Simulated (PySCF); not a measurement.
**C2HCl2F3 (SMILES FC(F)(F)C(Cl)Cl): levels of theory compared**

Wanted: a comparison of 6 runs (HF/STO-3G, HF/3-21G, BHLYP/def2-SVP, PBE0/def2-SVP, wB97M-V/def2-SVP, wB97X/def2-SVP) of C2HCl2F3. Input form: a Python script.

Program for the calculation: PySCF 2.14.0.

6 further runs of the same task are left out: 3 that didn't finish, 3 set aside as unsound or not needed.

## 1. The molecule

C2HCl2F3: 8 atoms, total charge 0, spin state singlet. As SMILES, `FC(F)(F)C(Cl)Cl`. The C5–Cl6 distance was set to 3.898 Å, away from the relaxed value. At this shape a bond of the SMILES string is far longer than usual.

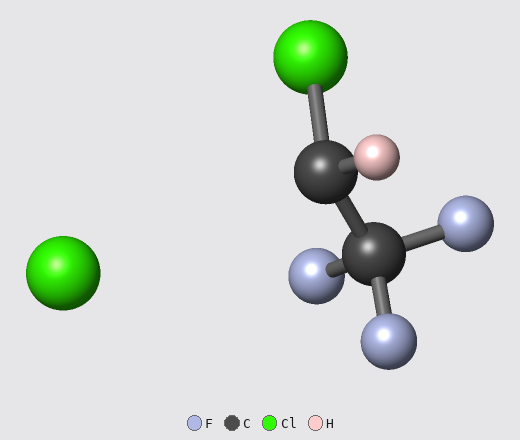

Viewed from a chosen angle; fluorine light blue, carbon dark grey, chlorine green, hydrogen pink.

## 2. A single-point energy at HF/STO-3G (run 1)

Input file input.py:

```python
from pyscf import gto, scf

mol = gto.Mole()
mol.atom = '''
F      3.535439    -3.137750     1.681435
C      4.287532    -1.995449    -0.441578
F      6.762336    -2.442539    -0.669744
F      3.133986    -3.129511    -2.359688
C      3.758937     0.850819    -0.325965
Cl    -3.477380     1.901178     0.569034
Cl     4.862027     2.273084    -3.152201
H      4.766520     1.669713     1.281437
'''
mol.verbose = 3
mol.max_memory = 1860
mol.basis = 'sto-3g'
mol.unit = 'bohr'
mol.build()

mf = scf.RHF(mol)
mf.conv_tol = 1e-10
mf.kernel()
if not mf.converged:
    mf = mf.newton().run(mf.mo_coeff, mf.mo_occ)

e_final = mf.e_tot
print('Final energy', e_final)
```

Command:

```
OMP_NUM_THREADS=1 python input.py
```

Standard output:

```text
converged SCF energy = -1278.37318133956
Final energy -1278.3731813395639
```

Run time: 1 s. Hardware: 1 thread of Intel Xeon at 2.70GHz, shared host; peak memory 0.1 GiB.

## 3. The energy at HF/3-21G (run 2)

Input file start.xyz:

```xyz
8

F      1.870874    -1.660426     0.889777
C      2.268864    -1.055946    -0.233673
F      3.578474    -1.292536    -0.354413
F      1.658434    -1.656066    -1.248693
C      1.989144     0.450234    -0.172493
Cl    -1.840150     1.006060     0.301120
Cl     2.572874     1.202864    -1.668073
H      2.522334     0.883574     0.678107
```

Input file calc.py:

```python
from pyscf import gto, scf

molecule = gto.M(
    atom='start.xyz',
    basis='3-21g',
    verbose=3,
    charge=0,
    max_memory=1860,
)

mf = scf.RHF(molecule)
mf.conv_tol = 1e-10
mf.kernel()
if not mf.converged:
    mf = mf.newton().run(mf.mo_coeff, mf.mo_occ)

e_tot = mf.e_tot
print('E = %.10f Eh' % e_tot)
```

Command:

```
OMP_NUM_THREADS=1 python calc.py
```

Standard output:

```text
converged SCF energy = -1286.96498367195
E = -1286.9649836719 Eh
```

It took 1.4 s on 1 thread of Intel Xeon at 2.70GHz, shared host; peak memory 0.13 GiB.

Run 3 isn't shown in full; the table further down has it.

## 4. A single-point energy at PBE0/def2-SVP (run 4)

Input file run.py:

```python
from pyscf import gto, dft

mol = gto.Mole()
mol.atom = '''
F      3.535439    -3.137750     1.681435
C      4.287532    -1.995449    -0.441578
F      6.762336    -2.442539    -0.669744
F      3.133986    -3.129511    -2.359688
C      3.758937     0.850819    -0.325965
Cl    -3.477380     1.901178     0.569034
Cl     4.862027     2.273084    -3.152201
H      4.766520     1.669713     1.281437
'''
mol.basis = 'def2-svp'
mol.spin = 0
mol.max_memory = 1860
mol.unit = 'bohr'
mol.verbose = 4
mol.build()

calc0 = dft.RKS(mol, xc='pbe0')
calc0.grids.level = 5
calc0.conv_tol = 1e-10
calc0.kernel()
if not calc0.converged:
    calc0 = calc0.newton().run(calc0.mo_coeff, calc0.mo_occ)

energy = calc0.e_tot
print('E(%s) = %.9f' % ('PBE0', energy))
```

Command:

```
OMP_NUM_THREADS=1 python run.py
```

Standard output:

```text
PySCF version 2.14.0

[... 60 lines left out ...]
WARN: HOMO -0.1892790009898 == LUMO -0.189201788340707
[... 66 lines left out ...]
converged SCF energy = -1295.31876373838
E(PBE0) = -1295.318763738
```

It took 85 s on 1 thread of Intel Xeon at 2.70GHz, shared host; peak memory 0.61 GiB.

Run 5 isn't shown in full; the table further down has it.

## 5. A single-point energy at wB97X/def2-SVP (run 6)

Input file calc.py:

```python
from pyscf import gto, dft

mol = gto.Mole()
mol.atom = '''
F    1.870874  -1.660426   0.889777
C    2.268864  -1.055946  -0.233673
F    3.578474  -1.292536  -0.354413
F    1.658434  -1.656066  -1.248693
C    1.989144   0.450234  -0.172493
Cl  -1.840150   1.006060   0.301120
Cl   2.572874   1.202864  -1.668073
H    2.522334   0.883574   0.678107
'''
mol.verbose = 4
mol.spin = 0
mol.basis = 'def2-svp'
mol.max_memory = 1860
mol.build()

mf = dft.RKS(mol)
mf.xc = 'wb97x'
mf.conv_tol = 1e-10
mf.grids.level = 5
mf.kernel()
if not mf.converged:
    mf = mf.newton().run(mf.mo_coeff, mf.mo_occ)

e_tot = mf.e_tot
print(f'total energy: {e_tot:.8f} hartree')
```

Command:

```
OMP_NUM_THREADS=1 python calc.py
```

Standard output:

```text
PySCF version 2.14.0

[... 99 lines left out ...]
converged SCF energy = -1295.87564121977
total energy: -1295.87564122 hartree
```

It took 77 s on 1 thread of Intel Xeon at 2.70GHz, shared host; peak memory 0.62 GiB.

## 6. Overview of the runs

```
run             level  integration grid  nlc grid   energy (Eh)  dipole moment (D)  HOMO energy (eV)  LUMO energy (eV)  wall time
  1         HF/STO-3G                 –         –  -1278.373181               5.86             -6.42             -2.25        1 s
  2          HF/3-21G                 –         –  -1286.964984               7.06             -9.25             -4.59      1.4 s
  3    BHLYP/def2-SVP                 5         –  -1295.806030               4.96             -8.39             -5.87       44 s
  4     PBE0/def2-SVP                 5         –  -1295.318764               4.78             -7.81             -6.42       85 s
  5  wB97M-V/def2-SVP                 5         1  -1295.825079               5.12             -9.21             -4.83      5 min
  6    wB97X/def2-SVP                 5         –  -1295.875641               5.34             -9.40             -4.99       77 s
```

## 7. Summary of results

```
            quantity           value
 run 6: total energy  -1295.87564 Eh
run 6: dipole moment          5.34 D
  run 6: HOMO energy        -9.40 eV
  run 6: LUMO energy        -4.99 eV
run 6: HOMO–LUMO gap         4.41 eV
```

**Reading.** The dipole moment (its size) runs from 4.78 D (PBE0/def2-SVP) to 7.06 D (HF/3-21G). The two ends differ in method and basis. The HOMO–LUMO gap runs from 1.39 eV (PBE0/def2-SVP) to 4.66 eV (HF/3-21G). Totals of different functionals can't be ranked against each other. In run 1 the basis is minimal, so the values are rough. In runs 1, 2, 3, 4, 5, 6 a closed-shell determinant meets a far-stretched bond, which it describes badly. All runs together took 8.4 min, the longest 5 min.
